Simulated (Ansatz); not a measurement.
```xyz
4

N     1.8478    0.3633    0.2776
O    -1.1407    0.0396    0.5664
Si    0.3553   -0.3762    0.3344
H     0.6029   -1.8526    0.0830
```

Geometry: PBE0-D3(BJ)/def2-SVPD.

Level of theory: isolated molecule in a Gaussian basis; Kohn-Sham density functional theory, functional PBE0 (Ansatz 0.2.0).

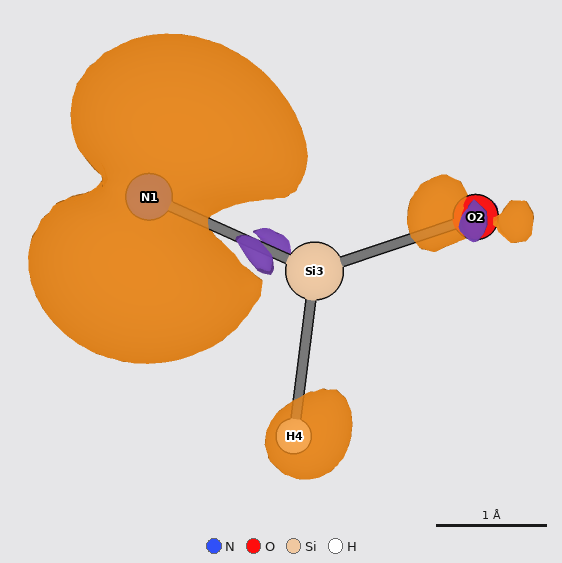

HNOSi (SMILES [N]=[SiH][O-]) (charge −1, doublet). Isosurfaces of the spin density at +0.02 (orange) and −0.02 e/Å³ (purple), seen at a tilt.

Describe the spin distribution.

The unpaired spin (1 electron) lies mostly on N1 (about 0.9) and Si3 (about 0.1), in electrons by Hirshfeld's partition.
